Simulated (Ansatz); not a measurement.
# Run report: AlH4F, geometry relaxation (part 2 of 2)

The same run, continued: AlH4F; RKS r2SCAN-D4/def2-SVP (Ansatz 0.2.0). It belongs to a series of runs on one base structure; here: end point B relaxed.

## Trajectory as extended XYZ, continued
```
6
Properties=species:S:1:pos:R:3:forces:R:3 step=8 energy=-9372.16043
Al    0.0163   -0.3576   -0.1177   -0.0546   0.4611  -0.2688
F     0.0253   -0.1133    1.8636   -0.0130   0.5893   0.0992
H     1.4022    0.1938   -0.6794   -0.1004  -0.1364   0.0769
H    -1.3933    0.1498   -0.6764    0.1599  -0.1549   0.1088
H     0.0443   -1.8622    0.5836    0.0017  -0.1550  -0.0442
H     0.0411   -1.0940    1.6276    0.0064  -0.6042   0.0281
6
Properties=species:S:1:pos:R:3:forces:R:3 step=9 energy=-9372.17345
Al    0.0132   -0.3217   -0.1041    0.1388   0.0640   0.2782
F     0.0260   -0.1050    1.8496   -0.0212   0.5521   0.0439
H     1.3766    0.1786   -0.6639    0.3466   0.0238  -0.1227
H    -1.3602    0.1291   -0.6559   -0.4756   0.0539  -0.1584
H     0.0427   -1.8514    0.6176   -0.0039  -0.0675  -0.0498
H     0.0377   -1.1131    1.5580    0.0153  -0.6263   0.0089
6
Properties=species:S:1:pos:R:3:forces:R:3 step=10 energy=-9372.23001
Al    0.0136   -0.2828   -0.0746    0.1093   0.2674   0.4224
F     0.0248   -0.0998    1.8413   -0.0238   0.7630   0.0123
H     1.3845    0.1701   -0.6736    0.2477  -0.0413  -0.0729
H    -1.3683    0.1213   -0.6640   -0.3478  -0.0207  -0.1029
H     0.0438   -1.8283    0.6696   -0.0018  -0.2962  -0.0939
H     0.0374   -1.1640    1.5025    0.0164  -0.6723  -0.1649
6
Properties=species:S:1:pos:R:3:forces:R:3 step=11 energy=-9372.40835
Al    0.0141   -0.2199   -0.0172    0.0864   0.5820   0.3163
F     0.0244   -0.0580    1.8134   -0.0400   1.3058   0.1336
H     1.3907    0.1550   -0.6734    0.1506  -0.1168  -0.0253
H    -1.3739    0.1065   -0.6605   -0.2258  -0.1036  -0.0508
H     0.0480   -1.8360    0.7190   -0.0194  -0.4467  -0.1269
H     0.0326   -1.2312    1.4199    0.0483  -1.2208  -0.2469
6
Properties=species:S:1:pos:R:3:forces:R:3 step=12 energy=-9372.76549
Al    0.0173   -0.1214    0.0857   -0.0521   1.1856  -0.8674
F     0.0220    0.0760    1.7793   -0.0186   1.4058   0.6794
H     1.3937    0.1410   -0.6889   -0.1481  -0.2783   0.2239
H    -1.3787    0.0924   -0.6732    0.1877  -0.2716   0.2319
H     0.0477   -1.8729    0.7806    0.0532  -2.6250  -2.3465
H     0.0338   -1.3987    1.3177   -0.0220   0.5835   2.0786
6
Properties=species:S:1:pos:R:3:forces:R:3 step=13 energy=-9373.20509
Al    0.0155   -0.0478    0.0915    0.0037   0.9858   0.7700
F     0.0210    0.2729    1.7940   -0.0103   0.1324  -0.8081
H     1.3782    0.1308   -0.6761    0.1508  -0.2277   0.0480
H    -1.3614    0.0821   -0.6574   -0.1576  -0.2256   0.0396
H     0.0493   -1.9983    0.7378    0.0176  -0.8800  -0.9163
H     0.0333   -1.5231    1.3114   -0.0043   0.2152   0.8668
6
Properties=species:S:1:pos:R:3:forces:R:3 step=14 energy=-9373.30746
Al    0.0132    0.1405    0.1419    0.0000  -0.5390  -2.2850
F     0.0194    0.4354    1.7332    0.0029   0.6189   1.9502
H     1.4052    0.0781   -0.6431   -0.1674   0.0608   0.1936
H    -1.3866    0.0295   -0.6218    0.1584   0.0715   0.1830
H     0.0505   -2.0925    0.6999    0.0314  -0.8868  -1.3027
H     0.0342   -1.6745    1.2911   -0.0253   0.6746   1.2609
6
Properties=species:S:1:pos:R:3:forces:R:3 step=15 energy=-9373.23305 accepted=F
Al    0.0102    0.1731    0.0791    0.0704  -0.6825   0.2183
F     0.0210    0.3437    1.7549   -0.0141   0.5835   0.0639
H     1.4094    0.0565   -0.6423    0.0200   0.2097  -0.0277
H    -1.3900    0.0103   -0.6216   -0.0825   0.2076  -0.0520
H     0.0490   -2.0464    0.6510   -0.0326   0.8586   1.7497
H     0.0363   -1.6207    1.3801    0.0388  -1.1769  -1.9522
6
Properties=species:S:1:pos:R:3:forces:R:3 step=16 energy=-9373.41002
Al    0.0131    0.0976    0.1141    0.0137   0.1647   0.2619
F     0.0190    0.4741    1.7603   -0.0048   0.0383  -0.2350
H     1.3946    0.0872   -0.6415    0.0975  -0.0510   0.0205
H    -1.3768    0.0410   -0.6210   -0.1108  -0.0498   0.0131
H     0.0508   -2.0877    0.6710    0.0031  -0.1705  -0.2708
H     0.0353   -1.6956    1.3183    0.0014   0.0682   0.2102
6
Properties=species:S:1:pos:R:3:forces:R:3 step=17 energy=-9373.42294
Al    0.0135    0.1131    0.1160   -0.0293   0.0489   0.0739
F     0.0140    0.5231    1.7455    0.0082   0.0533  -0.0369
H     1.4146    0.0634   -0.6115   -0.0013  -0.0179  -0.0069
H    -1.3968    0.0220   -0.5923    0.0205  -0.0176  -0.0080
H     0.0443   -2.0955    0.6418    0.0016   0.0049  -0.0095
H     0.0462   -1.7096    1.3018    0.0003  -0.0715  -0.0127
6
Properties=species:S:1:pos:R:3:forces:R:3 step=18 energy=-9373.42228 accepted=F
Al    0.0115    0.1524    0.1400    0.0277   0.0955   0.0870
F     0.0154    0.6681    1.7395   -0.0015  -0.1191  -0.1689
H     1.4010    0.0601   -0.6065    0.0269  -0.0299   0.0523
H    -1.3823    0.0169   -0.5867   -0.0535  -0.0306   0.0391
H     0.0476   -2.1455    0.6089   -0.0006   0.0420  -0.0036
H     0.0427   -1.8356    1.3059    0.0009   0.0421  -0.0059
6
Properties=species:S:1:pos:R:3:forces:R:3 step=19 energy=-9373.42845
Al    0.0120    0.1345    0.1276   -0.0047  -0.0093   0.0542
F     0.0142    0.5938    1.7416    0.0028   0.0040  -0.0433
H     1.4132    0.0459   -0.5979   -0.0080   0.0037   0.0001
H    -1.3953    0.0057   -0.5800    0.0097   0.0034  -0.0024
H     0.0445   -2.0995    0.6112    0.0008   0.0286   0.0514
H     0.0472   -1.7639    1.2988   -0.0006  -0.0304  -0.0600
6
Properties=species:S:1:pos:R:3:forces:R:3 step=20 energy=-9373.42851
Al    0.0118    0.1278    0.1369   -0.0024   0.0377  -0.0174
F     0.0146    0.6178    1.7399    0.0005  -0.0190   0.0044
H     1.4112    0.0393   -0.5909    0.0021  -0.0104   0.0006
H    -1.3936   -0.0006   -0.5735   -0.0005  -0.0103   0.0011
H     0.0458   -2.0982    0.5998    0.0000   0.0136   0.0102
H     0.0460   -1.7696    1.2890    0.0002  -0.0117   0.0011
6
Properties=species:S:1:pos:R:3:forces:R:3 step=21 energy=-9373.42875
Al    0.0116    0.1332    0.1335    0.0008  -0.0010   0.0009
F     0.0149    0.6102    1.7404   -0.0001  -0.0009  -0.0015
H     1.4111    0.0405   -0.5939    0.0003   0.0002   0.0012
H    -1.3935    0.0005   -0.5765   -0.0010   0.0003   0.0009
H     0.0460   -2.0944    0.6025    0.0000  -0.0006   0.0052
H     0.0458   -1.7736    1.2952    0.0000   0.0020  -0.0067
```

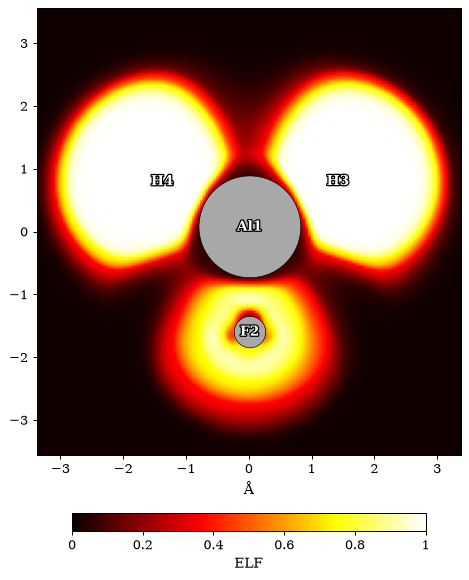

ELF on the plane of atoms F2, Al1 and H3. Grey discs, where drawn, cover atomic cores. The section cuts through Al, F and H sites. Al–F (1.68 Å): the ELF peaks at about 0.90 in the valence shell of F, 0.5 Å from its nucleus, and is about 0.20 at the midpoint. Al–H (1.58 Å): the ELF climbs to about 1 towards the hydrogen, as it does in any bond to H.

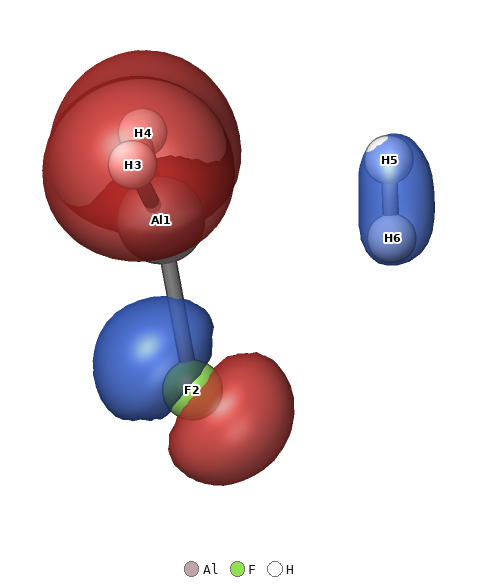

One frontier orbital at ±0.15 Å⁻³ᐟ² (blue and red are the two phases), seen face on. The HOMO−1, at −9.10 eV. Its weight (Hirshfeld) is mainly on Al1 (30 %), F2 (30 %), H3 (20 %) and H4 (20 %).

The run was set up as follows.

## Input
```yaml
crystal:
  periodic: [false, false, false]
  atoms:
    - { symbol: Al, position_ang: [0.02097, -0.424579, -0.459066] }
    - { symbol: F, position_ang: [0.018652, -0.195356, 2.409504] }
    - { symbol: H, position_ang: [1.40325, 0.205949, -0.913997] }
    - { symbol: H, position_ang: [-1.388363, 0.165501, -0.882891] }
    - { symbol: H, position_ang: [0.05017, -1.767318, 0.362689] }
    - { symbol: H, position_ang: [0.031221, -1.067696, 2.084961] }
basis:
  gaussian: { orbitals: def2-SVP }
hamiltonian:
  xc: r2scan
  dispersion: d4
relax:
  f_tol: 0.03
  max_steps: 50
output:
  orbitals: {}
```

Launch command:
```bash
ansatz run input.yaml --threads 1 --pin off --max-ram 2048MiB --backend cpu --events-out ev --progress --plain --runs-dir out
```

## Summary

| quantity | value |
| --- | --- |
| outcome | converged |
| total energy | −9373.4288 eV |
| mean-field energy | −9373.4152 eV |
| largest force (length of the vector) at the end | 0.007 eV/Å |
| hardware | 1 thread of Intel Xeon (Sapphire Rapids), 192 GiB of memory available, shared host |
| wall time | 25 s |
| peak memory | 0.14 GiB |
